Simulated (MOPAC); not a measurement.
Frequency calculation of CH$_{4}$AlFOS (part 2 of 2)

Continued. System: CH$_{4}$AlFOS. Method: MNDO, closed shell (MOPAC 23.2.5). The geometry was optimised with MNDO.

Geometry of the input (Å):
```
C  -0.3399  -1.4202  0.0689
O  0.3839  -0.4855  -0.6131
Al 0.7421  1.1294  -0.6572
F  1.7171  1.5169  -1.8494
S  0.0333  2.5379  0.6691
H  -0.8083  -1.0135  1.0043
H  0.3163  -2.2770  0.3684
H  -1.1668  -1.8237  -0.5704
H  -0.7176  1.8798  1.4955
```

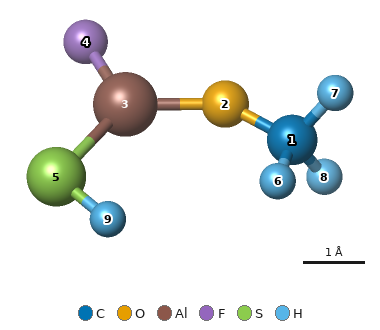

Fig. 1: The input geometry (ball-and-stick view, seen at a tilt; atoms are numbered from 1 in the order of the input). Sticks mark near contacts.

Log, continued:
```
           1    0.0918   -0.3550   -0.0752    0.0479   -0.0144   -0.0042    0.0026   -0.1302
           2    0.0146   -0.0884   -0.0203   -0.3966    0.1408    0.1125   -0.2238   -0.0186
           3   -0.0000   -0.0005   -0.0003   -0.1411   -0.4030   -0.2147   -0.1124   -0.0014
           4    0.0622   -0.2351   -0.0448   -0.0347    0.0107    0.0104   -0.0190    0.5386
           5    0.1081   -0.3801   -0.0549    0.2243   -0.0779    0.0060   -0.0106    0.0772
           6    0.0006   -0.0006    0.0004    0.0741    0.2098   -0.0092   -0.0037    0.0008
           7   -0.0466    0.3748    0.6313   -0.0090    0.0020   -0.0027    0.0067   -0.0678
           8   -0.1246    0.6115   -0.2847   -0.0117    0.0031   -0.0004    0.0015   -0.0518
           9   -0.0023    0.0070   -0.0130    0.0016    0.0064   -0.0020   -0.0009   -0.0001
          10    0.0634    0.1606   -0.6124   -0.0004    0.0005    0.0004   -0.0011   -0.0028
          11   -0.0598   -0.1273    0.3512    0.0041   -0.0015   -0.0004    0.0010   -0.0017
          12   -0.0018   -0.0043    0.0140   -0.0004   -0.0019    0.0003    0.0002   -0.0000
          13   -0.1586   -0.0274   -0.0159    0.0001   -0.0001   -0.0000    0.0003    0.0001
          14   -0.0893   -0.1708    0.0312    0.0012   -0.0002   -0.0003    0.0005    0.0004
          15    0.0005   -0.0030    0.0008    0.0004    0.0003    0.0005    0.0002   -0.0000
          16    0.0133   -0.0445   -0.0215    0.6586   -0.1323    0.0815   -0.2311   -0.4348
          17   -0.0004   -0.0006   -0.0062    0.1924   -0.0659   -0.0528   -0.1571   -0.1739
          18    0.0006   -0.0013   -0.0003    0.0629    0.1828    0.6881    0.2218   -0.0268
          19    0.0395   -0.1658   -0.0384   -0.2036    0.6272   -0.2843    0.0534   -0.4502
          20   -0.0038    0.0069   -0.0028    0.1667   -0.0376    0.1857    0.5476    0.1168
          21    0.0004   -0.0068   -0.0046    0.0625    0.1730   -0.0268    0.4652   -0.1142
          22    0.0356   -0.1508   -0.0373   -0.4322   -0.5004    0.1886    0.2123   -0.4499
          23   -0.0019    0.0048   -0.0040    0.1586   -0.0820   -0.5396    0.4079    0.0850
          24   -0.0017    0.0087    0.0048    0.0590    0.1737    0.1236   -0.2809    0.1430
          25    0.2068    0.0413    0.0169   -0.0014    0.0003    0.0000    0.0003    0.0004
          26    0.9335    0.1606    0.0745   -0.0066    0.0019    0.0001    0.0015    0.0014
          27    0.0152    0.0027    0.0011   -0.0010   -0.0008   -0.0005   -0.0002    0.0002

   Root No.      17        18        19        20        21

                17 A      18 A      19 A      20 A      21 A

                1587.8    3033.0    3177.3    3196.2    3270.7

           1    0.7193    0.0006    0.0233   -0.0055   -0.1372
           2    0.0208    0.0000   -0.2739    0.0540   -0.0388
           3    0.0001   -0.0000   -0.0544   -0.2788    0.0023
           4   -0.5094   -0.0005    0.0028   -0.0010   -0.0335
           5   -0.0531   -0.0005   -0.0100    0.0018   -0.0027
           6   -0.0005   -0.0000   -0.0019   -0.0092    0.0001
           7    0.0345   -0.0021    0.0007   -0.0000    0.0025
           8    0.0319    0.0022   -0.0006    0.0002    0.0014
           9    0.0002    0.0001   -0.0001   -0.0008    0.0000
          10    0.0117    0.0006   -0.0000   -0.0000   -0.0003
          11   -0.0010   -0.0006    0.0003   -0.0000    0.0001
          12   -0.0002   -0.0000    0.0000    0.0000    0.0000
          13    0.0017   -0.1680    0.0000    0.0000    0.0001
          14    0.0028    0.0407    0.0003   -0.0001   -0.0002
          15   -0.0000    0.0032    0.0000    0.0001   -0.0000
          16   -0.2464   -0.0002   -0.3441    0.0234    0.1760
          17   -0.1522   -0.0007    0.7619   -0.0479   -0.4363
          18   -0.0180   -0.0001    0.1051   -0.0476   -0.0606
          19   -0.2217    0.0000    0.1094   -0.2532    0.2145
          20    0.0762    0.0003    0.1313   -0.4047    0.3642
          21   -0.1059   -0.0003   -0.2285    0.4828   -0.4673
          22   -0.2224    0.0001    0.1397    0.2531    0.2057
          23    0.0422    0.0003    0.0928    0.2586    0.2098
          24    0.1255    0.0005    0.3191    0.5677    0.5197
          25   -0.0016    0.9561    0.0000   -0.0001   -0.0007
          26   -0.0030   -0.2360   -0.0004    0.0001    0.0006
          27    0.0001   -0.0184   -0.0000   -0.0003    0.0000

          DESCRIPTION OF VIBRATIONS

 VIBRATION          1    1A          ATOM PAIR     ENERGY CONTRIBUTION    RADIAL
 FREQUENCY            39.65         C 1 -- H 8         +33.7% (999.0%)      0.5%
 TRANSITION DIPOLE   0.0287         C 1 -- H 7         +33.5% (999.0%)      1.0%
 TRAVEL (Ang.)       0.0000         C 1 -- H 6         +29.8% (999.0%)      0.0%
 REDUCED MASS        0.3427         C 1 -- O 2          +1.7% (342.7%)      0.0%
 EFFECTIVE MASS     84.4089
 FORCE CONSTANT      0.0003

 VIBRATION          2    2A          ATOM PAIR     ENERGY CONTRIBUTION    RADIAL
 FREQUENCY            94.86         C 1 -- O 2         +26.2% (566.6%)      0.0%
 TRANSITION DIPOLE   0.0141         C 1 -- H 6         +20.0% (494.7%)     42.8%
 TRAVEL (Ang.)       0.4288         C 1 -- Al3         +16.8% (454.4%)      0.0%
 REDUCED MASS        3.8653         C 1 -- H 8         +16.7% (451.9%)     49.9%
 EFFECTIVE MASS    224.0020         C 1 -- H 7         +16.3% (447.8%)     32.9%
 FORCE CONSTANT      0.0205

 VIBRATION          3    3A          ATOM PAIR     ENERGY CONTRIBUTION    RADIAL
 FREQUENCY           115.43         C 1 -- Al3         +22.4% (594.6%)      3.3%
 TRANSITION DIPOLE   0.2228         C 1 -- O 2         +21.9% (588.0%)      0.1%
 TRAVEL (Ang.)       0.3857         C 1 -- H 8         +18.0% (533.4%)     17.1%
 REDUCED MASS        3.9270         C 1 -- H 7         +16.8% (515.3%)     48.5%
 EFFECTIVE MASS    303.2046         C 1 -- H 6         +14.3% (475.2%)     98.7%
 FORCE CONSTANT      0.0308

 VIBRATION          4    4A          ATOM PAIR     ENERGY CONTRIBUTION    RADIAL
 FREQUENCY           199.15         Al3 -- S 5         +22.2% (170.1%)      0.4%
 TRANSITION DIPOLE   0.8817         C 1 -- O 2         +17.3% (150.1%)      0.0%
 TRAVEL (Ang.)       0.2483         C 1 -- Al3         +16.7% (147.8%)     92.8%
 REDUCED MASS        5.4924         O 2 -- Al3         +13.5% (132.5%)      0.3%
 EFFECTIVE MASS     54.4954         Al3 -- F 4         +13.0% (130.0%)      0.1%
 FORCE CONSTANT      0.1283

 VIBRATION          5    5A          ATOM PAIR     ENERGY CONTRIBUTION    RADIAL
 FREQUENCY           208.88         S 5 -- H 9         +83.9% ( 96.7%)      0.0%
 TRANSITION DIPOLE   0.5751         C 1 -- O 2          +4.6% ( 22.6%)      0.0%
 TRAVEL (Ang.)       0.5922         O 2 -- Al3          +4.3% ( 21.8%)      0.0%
 REDUCED MASS        0.9206         C 1 -- H 8          +2.8% ( 17.6%)      2.3%
 EFFECTIVE MASS      2.2919
 FORCE CONSTANT      0.0237

 VIBRATION          6    6A          ATOM PAIR     ENERGY CONTRIBUTION    RADIAL
 FREQUENCY           234.61         O 2 -- Al3         +26.0% ( 88.3%)      0.0%
 TRANSITION DIPOLE   3.2309         Al3 -- F 4         +23.7% ( 84.3%)      0.0%
 TRAVEL (Ang.)       0.1440         Al3 -- S 5         +18.9% ( 75.3%)      0.0%
 REDUCED MASS       13.8603         C 1 -- Al3         +18.3% ( 74.0%)      0.0%
 EFFECTIVE MASS     25.2865
 FORCE CONSTANT      0.4495

 VIBRATION          7    7A          ATOM PAIR     ENERGY CONTRIBUTION    RADIAL
 FREQUENCY           262.13         O 2 -- Al3         +18.7% (164.0%)      0.6%
 TRANSITION DIPOLE   1.3526         C 1 -- H 6         +17.6% (159.1%)      1.6%
 TRAVEL (Ang.)       0.2347         C 1 -- Al3         +17.1% (156.8%)     73.7%
 REDUCED MASS        4.6707         C 1 -- O 2         +13.5% (139.1%)      0.6%
 EFFECTIVE MASS     31.0491         C 1 -- H 7         +13.5% (139.1%)     15.5%
 FORCE CONSTANT      0.1891         C 1 -- H 8         +13.3% (138.0%)     14.4%

 VIBRATION          8    8A          ATOM PAIR     ENERGY CONTRIBUTION    RADIAL
 FREQUENCY           477.84         Al3 -- S 5         +21.8% (100.4%)     99.2%
 TRANSITION DIPOLE   1.2757         C 1 -- Al3         +16.8% ( 88.2%)     15.0%
 TRAVEL (Ang.)       0.1260         O 2 -- Al3         +14.0% ( 80.6%)     12.4%
 REDUCED MASS        8.8875         C 1 -- O 2          +9.2% ( 65.4%)      0.3%
 EFFECTIVE MASS     28.3355
 FORCE CONSTANT      1.1956

 VIBRATION          9    9A          ATOM PAIR     ENERGY CONTRIBUTION    RADIAL
 FREQUENCY           700.91         S 5 -- H 9         +79.1% ( 97.4%)      1.3%
 TRANSITION DIPOLE   0.4348         O 2 -- Al3          +4.5% ( 23.2%)     78.3%
 TRAVEL (Ang.)       0.3284         C 1 -- Al3          +3.7% ( 21.0%)     82.5%
 REDUCED MASS        0.8921         C 1 -- H 7          +2.4% ( 17.1%)     27.6%
 EFFECTIVE MASS      2.5521
 FORCE CONSTANT      0.2582

 VIBRATION         10   10A          ATOM PAIR     ENERGY CONTRIBUTION    RADIAL
 FREQUENCY           779.14         O 2 -- Al3         +23.2% ( 93.4%)     86.9%
 TRANSITION DIPOLE   2.8804         C 1 -- Al3         +19.2% ( 85.1%)     84.3%
 TRAVEL (Ang.)       0.1036         Al3 -- S 5          +9.8% ( 60.8%)     76.1%
 REDUCED MASS        8.0597         C 1 -- H 7          +9.7% ( 60.6%)     35.1%
 EFFECTIVE MASS     21.4832
 FORCE CONSTANT      2.8827

 VIBRATION         11   11A          ATOM PAIR     ENERGY CONTRIBUTION    RADIAL
 FREQUENCY           992.07         Al3 -- F 4         +54.1% ( 98.3%)     99.8%
 TRANSITION DIPOLE   4.6774         O 2 -- Al3         +14.9% ( 51.6%)     31.3%
 TRAVEL (Ang.)       0.0788         C 1 -- Al3         +14.7% ( 51.3%)     57.0%
 REDUCED MASS       10.9359         Al3 -- S 5         +14.0% ( 50.0%)     22.2%
 EFFECTIVE MASS     22.4376
 FORCE CONSTANT      6.3414

 VIBRATION         12   12A          ATOM PAIR     ENERGY CONTRIBUTION    RADIAL
 FREQUENCY          1256.99         C 1 -- H 6         +41.1% ( 81.8%)     13.9%
 TRANSITION DIPOLE   0.6038         C 1 -- H 8         +24.9% ( 63.6%)      7.0%
 TRAVEL (Ang.)       0.2733         C 1 -- H 7         +15.1% ( 49.6%)      1.9%
 REDUCED MASS        0.7182         C 1 -- O 2         +10.0% ( 40.3%)      1.6%
 EFFECTIVE MASS      3.2720
 FORCE CONSTANT      0.6686

 VIBRATION         13   13A          ATOM PAIR     ENERGY CONTRIBUTION    RADIAL
 FREQUENCY          1258.78         C 1 -- H 7         +38.5% ( 79.4%)     12.0%
 TRANSITION DIPOLE   0.5108         C 1 -- H 8         +29.0% ( 68.9%)     10.0%
 TRAVEL (Ang.)       0.2750         C 1 -- H 6         +13.8% ( 47.5%)      1.1%
 REDUCED MASS        0.7082         C 1 -- O 2          +9.8% ( 40.0%)      0.1%
 EFFECTIVE MASS      3.2099
 FORCE CONSTANT      0.6611

 VIBRATION         14   14A          ATOM PAIR     ENERGY CONTRIBUTION    RADIAL
 FREQUENCY          1415.87         C 1 -- H 6         +45.8% ( 60.7%)      0.5%
 TRANSITION DIPOLE   0.4083         C 1 -- H 8         +33.1% ( 51.6%)      2.9%
 TRAVEL (Ang.)       0.3416         C 1 -- H 7         +12.1% ( 31.2%)     31.4%
 REDUCED MASS        0.4081         C 1 -- Al3          +4.5% ( 19.0%)      2.5%
 EFFECTIVE MASS      1.5180
 FORCE CONSTANT      0.4820

 VIBRATION         15   15A          ATOM PAIR     ENERGY CONTRIBUTION    RADIAL
 FREQUENCY          1416.05         C 1 -- H 7         +49.0% ( 63.1%)      0.2%
 TRANSITION DIPOLE   0.3127         C 1 -- H 8         +28.1% ( 47.7%)      4.9%
 TRAVEL (Ang.)       0.3367         C 1 -- H 6         +13.4% ( 33.0%)     22.2%
 REDUCED MASS        0.4202         C 1 -- O 2          +4.7% ( 19.6%)      0.8%
 EFFECTIVE MASS      1.5550
 FORCE CONSTANT      0.4964

 VIBRATION         16   16A          ATOM PAIR     ENERGY CONTRIBUTION    RADIAL
 FREQUENCY          1530.08         C 1 -- O 2         +27.0% ( 50.3%)     98.0%
 TRANSITION DIPOLE   0.6096         O 2 -- Al3         +20.9% ( 44.2%)     81.9%
 TRAVEL (Ang.)       0.1680         C 1 -- H 8         +17.1% ( 40.0%)      1.8%
 REDUCED MASS        1.5622         C 1 -- H 7         +17.1% ( 40.0%)      1.9%
 EFFECTIVE MASS      5.2379         C 1 -- H 6         +16.1% ( 38.8%)      0.6%
 FORCE CONSTANT      2.1549

 VIBRATION         17   17A          ATOM PAIR     ENERGY CONTRIBUTION    RADIAL
 FREQUENCY          1587.75         C 1 -- O 2         +30.6% ( 87.8%)     99.6%
 TRANSITION DIPOLE   3.3234         C 1 -- H 6         +17.1% ( 65.7%)      4.8%
 TRAVEL (Ang.)       0.0989         C 1 -- H 8         +16.3% ( 64.2%)      5.2%
 REDUCED MASS        4.3386         C 1 -- H 7         +16.3% ( 64.1%)      5.2%
 EFFECTIVE MASS     10.7089         C 1 -- Al3         +13.5% ( 58.3%)     86.7%
 FORCE CONSTANT      6.4441

 VIBRATION         18   18A          ATOM PAIR     ENERGY CONTRIBUTION    RADIAL
 FREQUENCY          3033.02         S 5 -- H 9         +99.9% (100.0%)    100.0%
 TRANSITION DIPOLE   0.1591
 TRAVEL (Ang.)       0.1508
 REDUCED MASS        0.9772
 EFFECTIVE MASS      1.3087
 FORCE CONSTANT      5.2963

 VIBRATION         19   19A          ATOM PAIR     ENERGY CONTRIBUTION    RADIAL
 FREQUENCY          3177.31         C 1 -- H 6         +74.1% ( 88.8%)     99.6%
 TRANSITION DIPOLE   0.7081         C 1 -- H 8         +14.7% ( 39.5%)     85.1%
 TRAVEL (Ang.)       0.1872         C 1 -- H 7          +9.5% ( 31.8%)     76.6%
 REDUCED MASS        0.6058         C 1 -- Al3          +0.9% (  9.7%)      7.1%
 EFFECTIVE MASS      1.4538
 FORCE CONSTANT      3.6034

 VIBRATION         20   20A          ATOM PAIR     ENERGY CONTRIBUTION    RADIAL
 FREQUENCY          3196.17         C 1 -- H 7         +49.1% ( 72.4%)     97.9%
 TRANSITION DIPOLE   0.5694         C 1 -- H 8         +47.9% ( 71.5%)     97.4%
 TRAVEL (Ang.)       0.2056         C 1 -- H 6          +1.2% ( 11.3%)      8.6%
 REDUCED MASS        0.4993         C 1 -- Al3          +0.9% (  9.9%)      0.2%
 EFFECTIVE MASS      1.4656
 FORCE CONSTANT      3.0053

 VIBRATION         21   21A          ATOM PAIR     ENERGY CONTRIBUTION    RADIAL
 FREQUENCY          3270.75         C 1 -- H 7         +40.9% ( 62.0%)     97.2%
 TRANSITION DIPOLE   0.4827         C 1 -- H 8         +36.4% ( 58.5%)     96.6%
 TRAVEL (Ang.)       0.2452         C 1 -- H 6         +22.1% ( 45.6%)     93.3%
 REDUCED MASS        0.3430         C 1 -- Al3          +0.3% (  5.6%)     99.4%
 EFFECTIVE MASS      1.1296
 FORCE CONSTANT      2.1618

      SYMMETRY NUMBER FOR POINT-GROUP C1  =  1

          SYSTEM IS A GROUND STATE

 C[O][Al]([F])[SH]
 CH4AlFOS charge 0

          MOLECULE IS NOT LINEAR

          THERE ARE 21 GENUINE VIBRATIONS IN THIS SYSTEM
          THIS THERMODYNAMICS CALCULATION IS LIMITED TO
          MOLECULES WHICH HAVE NO INTERNAL ROTATIONS

                    CALCULATED THERMODYNAMIC PROPERTIES
                                          *
   TEMP. (K)   PARTITION FUNCTION   H.O.F.    ENTHALPY  HEAT CAPACITY ENTROPY
                                   KCAL/MOL   CAL/MOLE    CAL/K/MOL  CAL/K/MOL

 298.00  VIB.     0.2290D+03                  3083.5825    16.9257    21.1455
         ROT.     0.2427D+06                   888.2803     2.9808    27.6210
         INT.     0.5557D+08                  3971.8628    19.9065    48.7665
         TRA.     0.1117D+28                  1480.4672     4.9680    40.0021
         TOT.                     -177.775    5452.3299    24.8745    88.7686

 298.00  VIB.     0.2290D+03                  3083.5825    16.9257    21.1455
         ROT.     0.2427D+06                   888.2803     2.9808    27.6210
         INT.     0.5557D+08                  3971.8628    19.9065    48.7665
         TRA.     0.1117D+28                  1480.4672     4.9680    40.0021
         TOT.                     -177.775    5452.3299    24.8745    88.7686

 398.00  VIB.     0.1195D+04                  4931.2051    19.9816    26.4704
         ROT.     0.3745D+06                  1186.3609     2.9808    28.4835
         INT.     0.4474D+09                  6117.5660    22.9624    54.9540
         TRA.     0.1723D+28                  1977.2682     4.9680    41.4396
         TOT.                     -175.132    8094.8343    27.9304    96.3936

   *: NOTE: HEATS OF FORMATION ARE RELATIVE TO THE
            ELEMENTS IN THEIR STANDARD STATE AT 298K
              (=  Standard Enthalpy of Formation).

            Hvib:  Zero-point energy is not included.
                   frequencies of less than zero cm-1 are not included.
            Hrot = (3/2)RT
            Htra = (3/2)RT + pV = (5/2)RT

            Heat capacity is Cp, not Cv

           FORCE CONSTANT IN CARTESIAN COORDINATES (Millidynes/A)

    ATOM   CHEMICAL       X               Y               Z
   NUMBER   SYMBOL  FORCE CONSTANT  FORCE CONSTANT  FORCE CONSTANT

      1       C       11.749159        8.651787        8.715925
      2       O       13.253293        2.346136        0.851419
      3      Al        7.996005        5.873030        0.621207
      4       F        4.795680        1.792131        0.102902
      5       S        5.304701        2.931530        0.085743
      6       H        1.762044        4.852452        0.763275
      7       H        1.629780        2.393993        3.439801
      8       H        1.647270        1.325166        4.477576
      9       H        5.007026        0.571933        0.026186

 *                    *
 * JOB ENDED NORMALLY *
 *                    *

 TOTAL JOB TIME:             0.09 SECONDS

 == MOPAC DONE ==
```

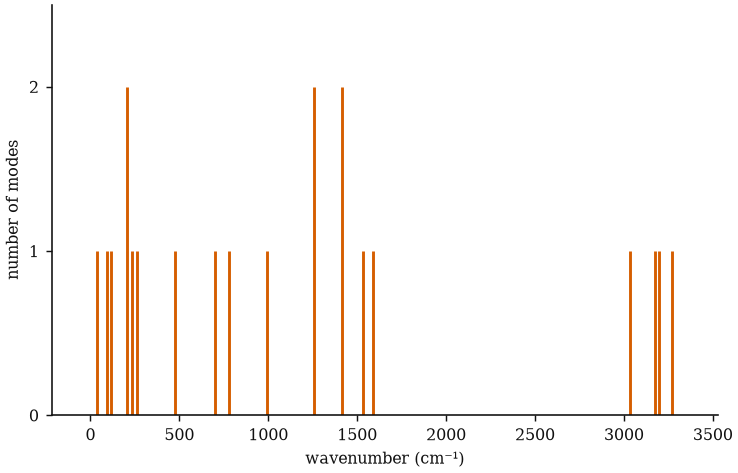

Fig. 2: Harmonic vibrational wavenumbers from the force constants; neighbouring modes closer than 15 cm⁻¹ are counted in one stick. 21 modes from 40 to 3271 cm⁻¹, none imaginary.

Key numbers:

| quantity | value |
| --- | --- |
| outcome | converged |
| heat of formation | −177.77 kcal/mol |
| basis functions | 24 |
| zero-point energy | 0.057518 hartree |
| wavenumbers, lowest and highest | 40 and 3271 cm⁻¹ |
| peak memory | 0.09 GiB |

MOPAC's energies along a path are heats of formation.
